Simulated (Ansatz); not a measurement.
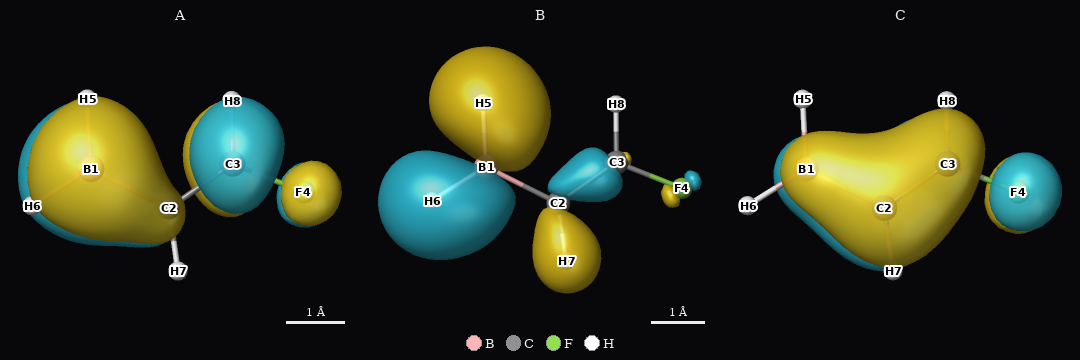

*C₂H₄BF (SMILES BC=CF). Three frontier orbitals at ±0.1 Å⁻³ᐟ² (yellow and cyan are the two phases), in no order.*

Level of theory: RKS PBE/def2-SVP in Ansatz.

The calculation's input:

```
crystal:
  periodic: [false, false, false]
  atoms:
    - { symbol: B, position_ang: [-0.56191, 1.19857, -0.22007] }
    - { symbol: C, position_ang: [0.29946, 0.08854, 0.40304] }
    - { symbol: C, position_ang: [0.30911, -1.15359, -0.07259] }
    - { symbol: F, position_ang: [1.0557, -2.12899, 0.46046] }
    - { symbol: H, position_ang: [-1.23879, 0.95363, -1.1403] }
    - { symbol: H, position_ang: [-0.53669, 2.27662, 0.22754] }
    - { symbol: H, position_ang: [0.93666, 0.27894, 1.25844] }
    - { symbol: H, position_ang: [-0.26353, -1.51372, -0.91652] }
basis:
  gaussian: { orbitals: def2-SVP }
hamiltonian:
  xc: pbe
relax:
  f_tol: 0.015
  max_steps: 40
output:
  orbitals: {}
```

Command:

```sh
ansatz run input.yaml --threads 1 --pin off --max-ram 2048MiB --backend cpu --events-out ev --progress --plain --runs-dir out
```

The fields are those of the relaxed geometry.

Q: Order the three orbitals by energy and name them.

A: B is the HOMO−1 (−7.69 eV). By Hirshfeld shares it lies mainly on B1 (about 35 %), H5 (about 25 %), H6 (about 25 %) and C2 (about 5 %); it is symmetric in the molecular plane (an in-plane orbital: σ, lone-pair or in-plane π type). C is the HOMO (−7.13 eV). It lies mainly on C2 (about 40 %), C3 (about 25 %), F4 (about 15 %) and B1 (about 10 %); it changes sign across the molecular plane (π type); π-bonding across B1–C2 and C2–C3; π-antibonding (a node) across C3–F4. A is the LUMO (−2.91 eV). Its weight (Hirshfeld) is mainly on B1 (about 40 %), C3 (about 30 %), C2 (about 15 %) and F4 (about 10 %); it changes sign across the molecular plane (π type); π-bonding across B1–C2; π-antibonding (a node) across C2–C3.

Q: What is the HOMO–LUMO gap?

A: 4.22 eV between the orbital energies.
